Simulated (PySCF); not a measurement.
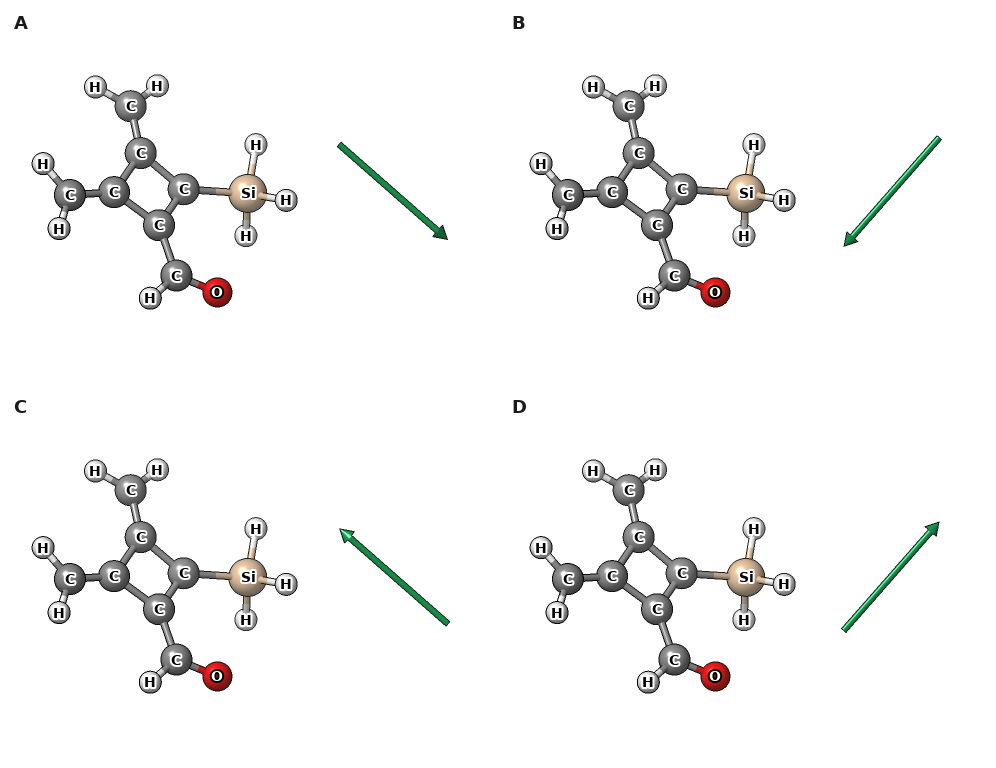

The same molecule four times, each with an arrow. Computed geometry: GFN2-xTB optimisation. No frequency run is at hand to confirm it as a minimum. Properties computed with PBE0/pcSseg-1, gas phase (PySCF 2.14.0).

Question: Which arrow points along the dipole moment, from the negative to the positive end?

Answer: C. The dipole moment is 2.63 D.

The geometry is semi-empirical. Around Si such bond lengths and angles can be off by a tenth of an ångström or more and by several degrees, and values that hang on the shape move with them.
